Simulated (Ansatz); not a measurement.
CH$_{7}$ClSi: several calculations on one system

### Relaxation

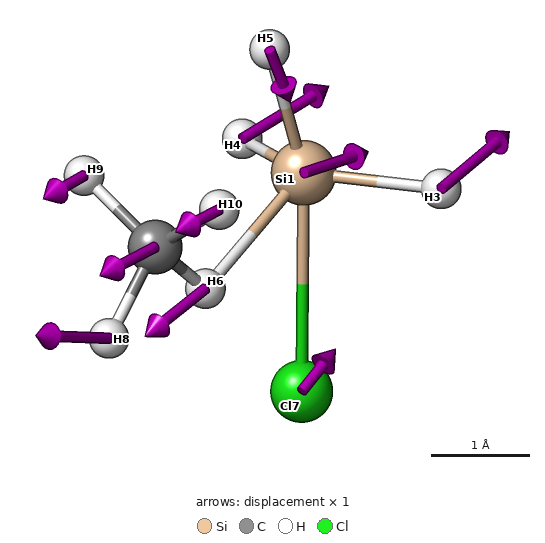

This is a relaxation of CH₇ClSi (started from a transition state, displaced along its imaginary mode). The starting structure is drawn; purple arrows show the displacements, at their true length. The two geometries are superimposed by the best rigid fit.

Style: ball-and-stick. Shown from a free direction.

Level of theory: RKS PBE0-D4/def2-TZVP (Ansatz 0.2.0). (force threshold 0.005 eV/Å; at most 200 steps)

Describe the change and its energy.

Answer. The energy falls by 242.9 kJ/mol in 16 accepted moves (17 points after the start). The largest force component goes from 3.7 to 0.00032 eV/Å. The line search rejected the trial step at point 16 of the run. The largest moves after the best rigid fit, 1.28 Å, are those of H atoms. Largest moves by element: H 1.28 Å, Si 1.03 Å, C 0.89 Å, Cl 0.64 Å. Near-neighbour distances that change, for instance: H–Si 1.783 → 3.734 Å, C–Si 2.359 → 4.277 Å, Cl–Si 2.337 → 2.055 Å, C–H 1.016 → 1.089 Å. Bonds break: H–Si (1.78 → 3.73 Å). Bond angles that change, for instance: H–Si–Cl 158.9° → 108.6°, H–Si–H 131.6° → 110.4°, H–Si–Cl 88.6° → 108.4°. The run took of the order of 110 core-seconds on a shared host.

### Relaxation

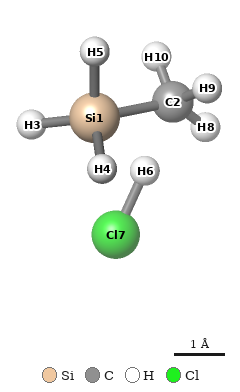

CH7ClSi (started from a transition state, displaced along its imaginary mode), before the relaxation. A ball-and-stick model, seen at a tilt.

Theory: RKS PBE0-D4/def2-TZVP in Ansatz 0.2.0.

The input:
```yaml
crystal:
  periodic: [false, false, false]
  atoms:
    - {symbol: Si, position_ang: [-0.294453, 0.505617, -0.816961]}
    - {symbol: C, position_ang: [0.366904, -0.882632, 0.319427]}
    - {symbol: H, position_ang: [-1.737486, 0.846057, -0.626034]}
    - {symbol: H, position_ang: [0.592372, 1.703157, -0.935741]}
    - {symbol: H, position_ang: [-0.170242, -0.278419, -2.052720]}
    - {symbol: H, position_ang: [0.012674, 0.361890, 1.096643]}
    - {symbol: Cl, position_ang: [-0.340278, 1.563661, 1.762795]}
    - {symbol: H, position_ang: [0.583136, -1.083460, 1.389145]}
    - {symbol: H, position_ang: [1.332326, -1.059733, -0.179877]}
    - {symbol: H, position_ang: [-0.344853, -1.676140, 0.043224]}
basis:
  gaussian: {orbitals: def2-TZVP}
hamiltonian: {xc: pbe0, dispersion: d4}
relax: {f_tol: 0.005, max_steps: 200}
```

Where does the relaxation end?

The largest move after the best rigid fit is that of Cl7, 1.56 Å. Largest moves by element: Cl 1.56 Å, H 1.50 Å, Si 0.43 Å, C 0.40 Å. Near-neighbour distances that change, for instance: C2–H6 1.509 → 3.148 Å, Si1–Cl7 2.789 → 4.119 Å, Si1–H6 1.943 → 2.964 Å, H6–Cl7 1.419 → 1.286 Å. Bond angles that change, for instance: Si1–C2–H8 140.5° → 111.0°, C2–Si1–H5 94.8° → 111.6°, Si1–C2–H9 98.7° → 111.0°. Over 61 accepted moves (66 points after the start) the energy falls by 27.4 kcal/mol. The largest force component goes from 1.5 to 0.0037 eV/Å. The line search rejected the trial steps at points 12, 21, 24, 49, 55 of the run. The run took about 7 core-minutes on a shared host.

Step by step:

```json
{"step": "0", "E − E(0), kcal/mol": "0.00", "largest force component, eV/Å": "1.4570", "note": ""}
{"step": "1", "E − E(0), kcal/mol": "-8.03", "largest force component, eV/Å": "1.5900", "note": ""}
{"step": "2", "E − E(0), kcal/mol": "-16.10", "largest force component, eV/Å": "1.6000", "note": ""}
{"step": "3", "E − E(0), kcal/mol": "-20.58", "largest force component, eV/Å": "1.3400", "note": ""}
{"step": "4", "E − E(0), kcal/mol": "-23.68", "largest force component, eV/Å": "0.3680", "note": ""}
{"step": "5", "E − E(0), kcal/mol": "-24.78", "largest force component, eV/Å": "0.2418", "note": ""}
{"step": "6", "E − E(0), kcal/mol": "-25.34", "largest force component, eV/Å": "0.1459", "note": ""}
{"step": "7", "E − E(0), kcal/mol": "-25.43", "largest force component, eV/Å": "0.1805", "note": ""}
{"step": "8", "E − E(0), kcal/mol": "-25.46", "largest force component, eV/Å": "0.0810", "note": ""}
{"step": "9", "E − E(0), kcal/mol": "-25.49", "largest force component, eV/Å": "0.0649", "note": ""}
{"step": "10", "E − E(0), kcal/mol": "-25.50", "largest force component, eV/Å": "0.0478", "note": ""}
{"step": "13", "E − E(0), kcal/mol": "-25.56", "largest force component, eV/Å": "0.0834", "note": ""}
{"step": "16", "E − E(0), kcal/mol": "-26.10", "largest force component, eV/Å": "0.1369", "note": ""}
{"step": "19", "E − E(0), kcal/mol": "-26.63", "largest force component, eV/Å": "0.6776", "note": ""}
{"step": "22", "E − E(0), kcal/mol": "-27.23", "largest force component, eV/Å": "0.0241", "note": ""}
{"step": "25", "E − E(0), kcal/mol": "-27.30", "largest force component, eV/Å": "0.0120", "note": ""}
{"step": "28", "E − E(0), kcal/mol": "-27.34", "largest force component, eV/Å": "0.1226", "note": ""}
{"step": "31", "E − E(0), kcal/mol": "-27.37", "largest force component, eV/Å": "0.0269", "note": ""}
{"step": "34", "E − E(0), kcal/mol": "-27.38", "largest force component, eV/Å": "0.0376", "note": ""}
{"step": "37", "E − E(0), kcal/mol": "-27.39", "largest force component, eV/Å": "0.0370", "note": ""}
{"step": "39", "E − E(0), kcal/mol": "-27.39", "largest force component, eV/Å": "0.0281", "note": ""}
{"step": "42", "E − E(0), kcal/mol": "-27.40", "largest force component, eV/Å": "0.0273", "note": ""}
{"step": "45", "E − E(0), kcal/mol": "-27.40", "largest force component, eV/Å": "0.0583", "note": ""}
{"step": "48", "E − E(0), kcal/mol": "-27.40", "largest force component, eV/Å": "0.0213", "note": ""}
{"step": "51", "E − E(0), kcal/mol": "-27.40", "largest force component, eV/Å": "0.0334", "note": ""}
{"step": "54", "E − E(0), kcal/mol": "-27.41", "largest force component, eV/Å": "0.0069", "note": ""}
{"step": "57", "E − E(0), kcal/mol": "-27.41", "largest force component, eV/Å": "0.0311", "note": ""}
{"step": "60", "E − E(0), kcal/mol": "-27.41", "largest force component, eV/Å": "0.0064", "note": ""}
{"step": "63", "E − E(0), kcal/mol": "-27.41", "largest force component, eV/Å": "0.0014", "note": ""}
{"step": "66", "E − E(0), kcal/mol": "-27.41", "largest force component, eV/Å": "0.0037", "note": ""}
```

Final geometry:

```xyz
10

Si   -0.4869    0.1709   -1.0167
C     0.1341   -1.1510    0.1456
H    -1.9462    0.0388   -1.2650
H    -0.2635    1.5292   -0.4301
H     0.2306    0.1358   -2.3177
H     0.5066    1.7626    1.2777
Cl    1.0374    1.7930    2.4485
H    -0.3857   -1.1036    1.1048
H     1.2030   -1.0332    0.3358
H    -0.0293   -2.1424   -0.2829
```

The end point in the same view:

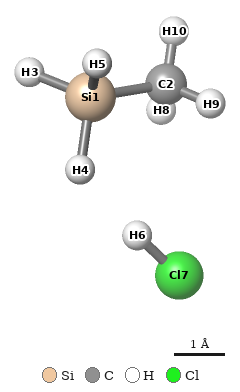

### Reaction

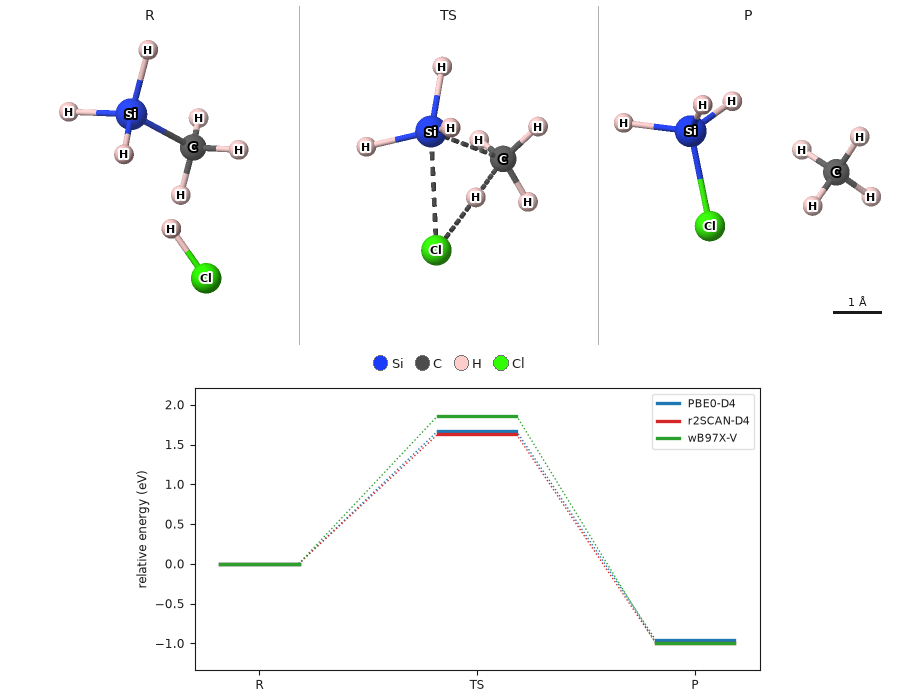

A reaction step of CH₇ClSi, with its energy diagram. Style: ball-and-stick. Shown from a free direction. Dashed sticks mark bonds that form or break.

Stationary points at PBE0-D4/def2-TZVP, single-point energies with PBE0-D4, r2SCAN-D4, wB97X-V (def2-TZVPP where no basis is named; Ansatz 0.2.0). The energies are electronic, without zero-point or thermal terms, and both ends are the relaxed geometries reached downhill from the saddle, with any fragments still in contact.

> Describe the step and its energetics.

Counted by bonded pieces, R holds CH₆Si + HCl and P holds CH₄ + SiH₃Cl. From R over the saddle to P, bonds form: Cl–Si (4.12 → 2.56 → 2.05 Å), C–H (3.15 → 1.25 → 1.09 Å). Bonds break: C–Si (1.87 → 2.13 → 4.28 Å), Cl–H (1.29 → 1.76 → 3.14 Å). The saddle has one imaginary mode, 580i cm⁻¹. The end P keeps a soft imaginary mode of 26i cm⁻¹, so it isn't quite a minimum. With PBE0-D4 the barrier is 1.67 eV from R and 2.63 eV from P, and P lies 0.95 eV below R.

| level | barrier from R (eV) | barrier from P (eV) | P less R (eV) |
| --- | --- | --- | --- |
| PBE0-D4 | 1.67 | 2.63 | −0.95 |
| r2SCAN-D4 | 1.63 | 2.62 | −0.99 |
| wB97X-V | 1.86 | 2.86 | −0.99 |
